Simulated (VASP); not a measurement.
Energy against volume of InSb (zinc blende). Method: optB88-vdW, VASP's PBE PAW potentials (set 64) (plane waves; VASP).

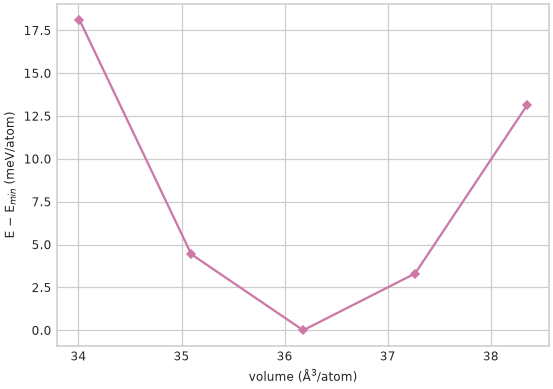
Energy against volume

Q: Estimate the equilibrium volume and the bulk modulus.

A: The minimum lies near 36.2 Å³/atom, and the curvature gives B0 of about 38 GPa.

Measured: bulk modulus 46.1 GPa at 0 K (computed value off by -18.0 %), as given by Daniel Mejia-Rodriguez et al., Physical Review B (2018), arXiv:1807.09216 [0 K value with the zero-point phonon effect removed]; a 6.468 Å at 0 K (computed value off by +2.3 %), as given by Daniel Mejia-Rodriguez et al., Physical Review B (2018), arXiv:1807.09216 [static lattice: zero-point anharmonic expansion removed].

The compound is InSb in the zinc blende structure. It was relaxed first, which changed the volume by +7 %.
